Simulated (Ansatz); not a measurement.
System: ZrZnCl$_{6}$.

```xyz
8
Lattice="0.0191 6.8573 -0.5975 -3.6885 0.0121 -0.0018 -0.0090 -1.4115 8.7539" Properties=species:S:1:pos:R:3 pbc="T T T"
Zr   -0.0032   -0.3597    3.7811
Zn   -3.6810    2.7547    8.3134
Cl   -1.8425    1.4179    8.1477
Cl   -1.8291    5.6442    4.6660
Cl   -1.8416    0.3628    2.2247
Cl   -3.6798    4.7474    7.5400
Cl   -3.6742    4.3285    2.0574
Cl   -3.6806    1.7321    4.8323
```

Space group P1; a structure from a database of computed crystals, not necessarily the ambient phase; started from the TiAlNi6-123 prototype, which need not be the ambient phase; changed on purpose from its base cell (shaken).

All numbers below come from DFT, PBEsol, plane waves, PAW (Ansatz 0.2.0).

### Predict the valence pseudo-density and electron localisation function between the atoms.

Zn–Cl (2.14 Å): ρ is about 0.71 e/Å³ halfway; the ELF peaks at about 0.80 in the valence shell of Cl, 0.8 Å from its nucleus, and is about 0.55 at the midpoint.
Zr–Cl (2.33 Å): ρ at the midpoint is about 0.65 e/Å³; the ELF peaks at about 0.85 in the valence shell of Cl, 0.7 Å from its nucleus, and is about 0.35 at the midpoint.
Zr–Cl (2.45 Å): ρ at the midpoint is about 0.5 e/Å³; the ELF peaks at about 0.85 in the valence shell of Cl, 0.7 Å from its nucleus, and is about 0.30 at the midpoint.

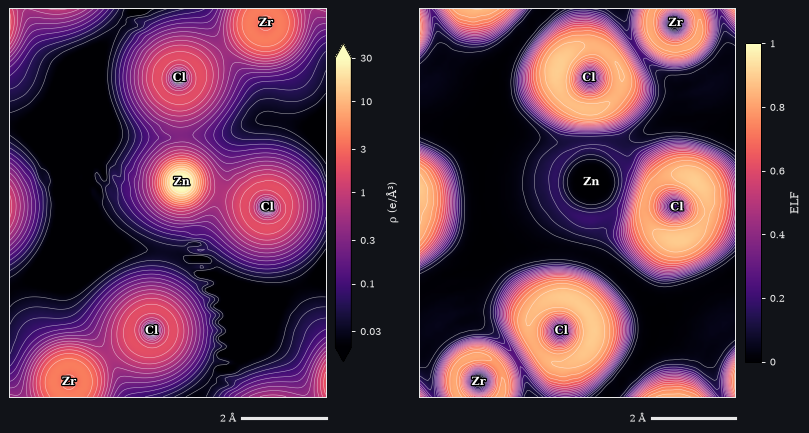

Computed valence pseudo-density and electron localisation function on the (010) plane of the standardised cell, in this order. 

Core electrons are frozen (PAW), and the valence fields are smoothed inside the atomic spheres.
